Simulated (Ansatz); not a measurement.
CH5BrOSi (SMILES O[SiH2]CBr)

The calculation's input:

```
crystal:
  periodic: [false, false, false]
  atoms:
    - {symbol: O, position_ang: [-0.543458, 1.828451, -0.358088]}
    - {symbol: Si, position_ang: [0.242472, 0.595076, 0.402684]}
    - {symbol: C, position_ang: [-0.293208, -1.074819, -0.265375]}
    - {symbol: Br, position_ang: [0.670716, -2.408938, 0.776816]}
    - {symbol: H, position_ang: [-0.185784, 2.152962, -1.184726]}
    - {symbol: H, position_ang: [-0.131811, 0.669921, 1.831166]}
    - {symbol: H, position_ang: [1.713040, 0.705613, 0.219264]}
    - {symbol: H, position_ang: [-1.355276, -1.274151, -0.130071]}
    - {symbol: H, position_ang: [-0.028092, -1.240515, -1.308870]}
basis:
  gaussian: {orbitals: def2-TZVPP}
hamiltonian: {xc: pbe0, dispersion: d4}
output: {orbitals: {seedname: orbitals}}
```

Launched as:

```sh
ansatz run in.yaml --threads 4 --pin off --events-out ev --progress --plain --max-ram 10444MiB
```

Geometry: PBE0-D4/def2-TZVP.

These are results of RKS PBE0-D4/def2-TZVPP (Ansatz 0.2.0), not measurements.

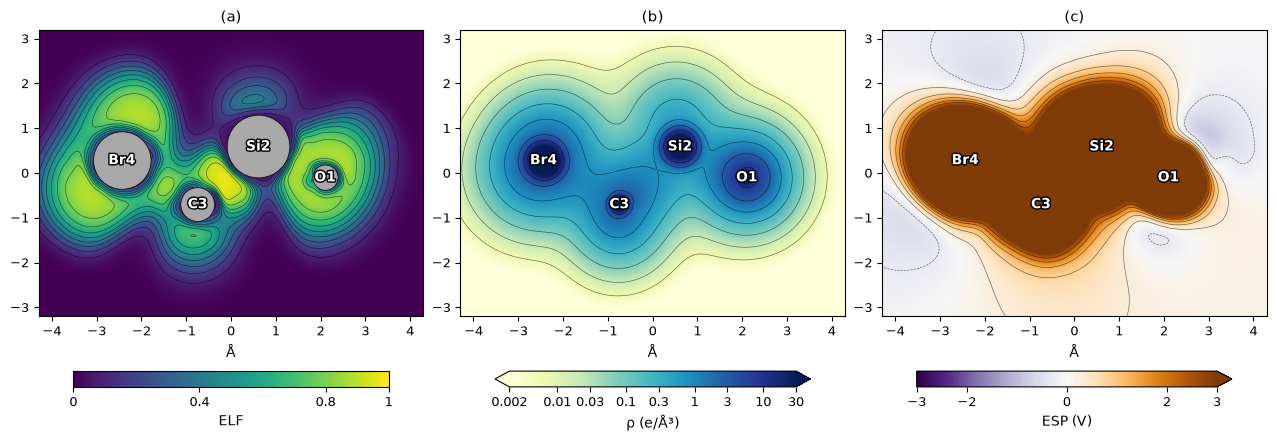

Figure 1. (a) electron localisation function; (b) total electron density; (c) molecular electrostatic potential on the plane of atoms Si2, C3 and Br4. Grey discs cover the atomic cores in the ELF map.

Q: What does the map show?

A:
- The plane passes through O, Si, C and Br nuclei.
- Si–O (1.65 Å): the density is about 1.2 e/Å³ at the midpoint; the ELF peaks at about 0.85 between the atoms (a shared but strongly polarised pair).
- C–Si (1.88 Å): the density is about 0.98 e/Å³ at the midpoint; the ELF peaks at about 1 between the atoms: localised, covalent bonding.
- C–Br (1.95 Å): ρ at the midpoint is about 1 e/Å³; the ELF peaks at about 0.85 between the atoms (localised, covalent bonding).
- The ELF also peaks beside O1 and Br4, away from the bonds: lone-pair regions.
- Outside the dense part of the molecule the potential is most negative (−0.8 V) near O1.

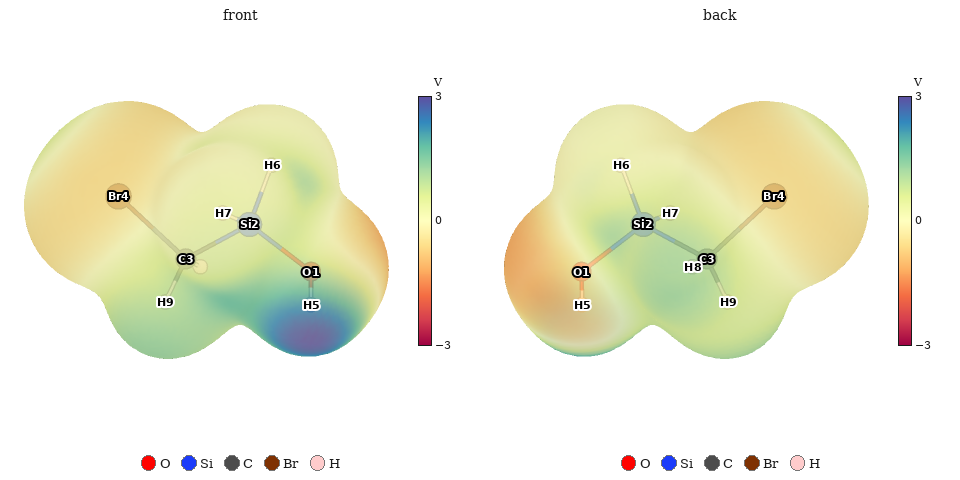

Figure 2. The electrostatic potential painted on the density surface at 0.002 e/bohr³, seen from the front and from behind; red is negative and blue positive.

Q: Describe the electrostatic potential map.

A: The most negative region (about −1.2 V) lies over O1, the most positive (about +2.8 V) over H5. Br4 shows a σ-hole: about +0.6 V at the tip opposite its bond, against about −0.5 V on its flanks. O1 is the likeliest acceptor of a hydrogen bond.

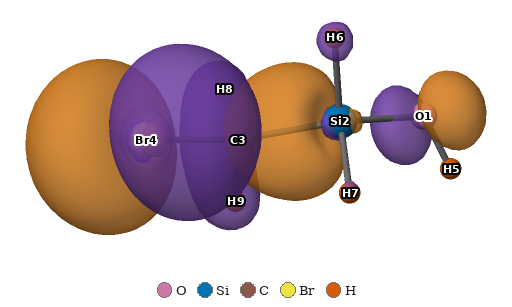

Figure 3. One frontier orbital at ±0.08 Å⁻³ᐟ² (orange and purple are the two phases), seen from one side.

Q: Which orbital is it: HOMO or LUMO?

A: The HOMO, at −7.80 eV. By Hirshfeld shares it lies mainly on Br4 (about 70 %), C3 (about 15 %) and Si2 (about 10 %); largely a lone pair of Br4.

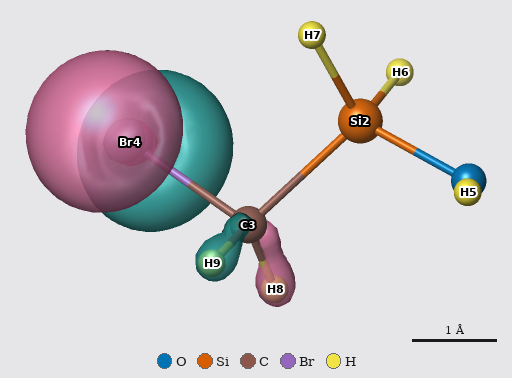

Figure 4. The HOMO−1 at ±0.2 Å⁻³ᐟ² (teal and pink are the two phases), seen at a tilt.

Q: Where does this orbital lie, and at what energy?

A: Its weight (Hirshfeld) is mainly on Br4 (about 90 %); largely a lone pair of Br4. Its energy is −8.08 eV.
